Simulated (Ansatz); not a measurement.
AlSe4 (space group P4/mmm, No. 123): the input geometry of an electronic-structure calculation (not necessarily at equilibrium); the starting structure was generated, so it need not be a known form of this composition.

```
CELL_PARAMETERS angstrom
3.98959 0.00000 0.00000
0.00000 3.98959 0.00000
0.00000 0.00000 7.17264
ATOMIC_POSITIONS crystal
Al 0.50000 0.50000 0.00000
Se 0.00000 0.50000 0.75004
Se 0.50000 0.00000 0.75004
Se 0.00000 0.50000 0.24996
Se 0.50000 0.00000 0.24996
```

Describe how the polyhedra about Al are linked (bonds: Al–Se below 3 Å).

Al: AlSe8 cube, sharing edges with four neighbours.

They form layers of edge-sharing cubes parallel to (001).

Centre to centre across a shared edge: 3.99 Å.

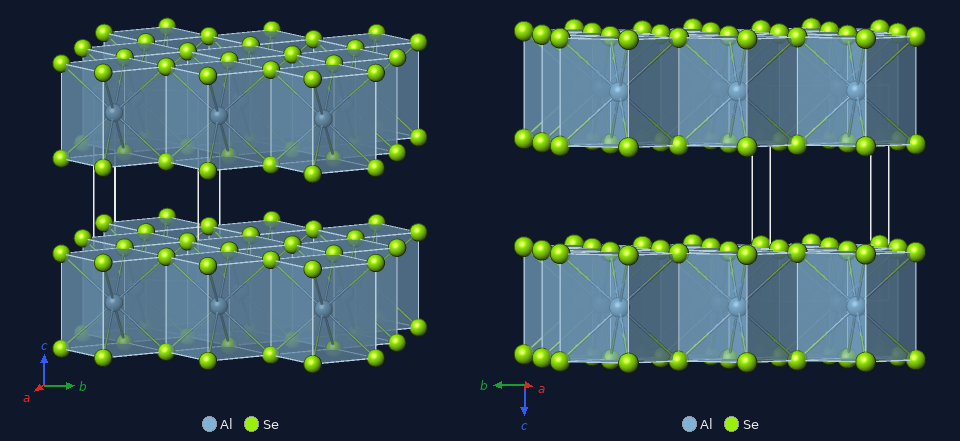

Polyhedra are drawn about Al (bonds: Al–Se below 3 Å); other atoms are plain spheres. Two views of the same piece.
